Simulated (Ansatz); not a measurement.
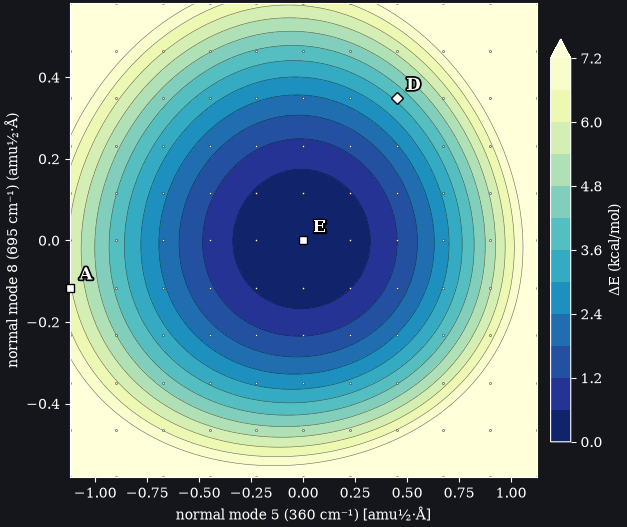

CH3AlBrCl, SMILES [CH3][Al]([Cl])[Br]. Coordinates scanned: (1) normal mode 5 (360 cm⁻¹); (2) normal mode 8 (695 cm⁻¹). Nothing is relaxed (straight displacements along the two mass-weighted modes). The scan uses an 11 × 11 grid. All energies are given in kcal/mol relative to the relaxed molecule at the same level. Method: Ansatz, RKS CAM-B3LYP-D4/def2-SVP.

Drawn: filled contours, dots at the grid points, one colour for all values above the top of the scale, lettered points. Between grid points the surface is interpolated.

**Is E the lowest point of the computed grid?**

Yes. E, at normal mode 5 (360 cm⁻¹) = 0.000 amu½·Å, normal mode 8 (695 cm⁻¹) = 0.000 amu½·Å, has the lowest energy of the grid.

**What kind of point is each of D, E: minimum, saddle, maximum or slope?**

D: on a slope; E: minimum. (In these two coordinates alone; a stationary point may lie a little off the grid point.)

**Rank the lettered points by energy, lowest first.**

E (0.0 kcal/mol), D (3.7 kcal/mol), A (6.1 kcal/mol).
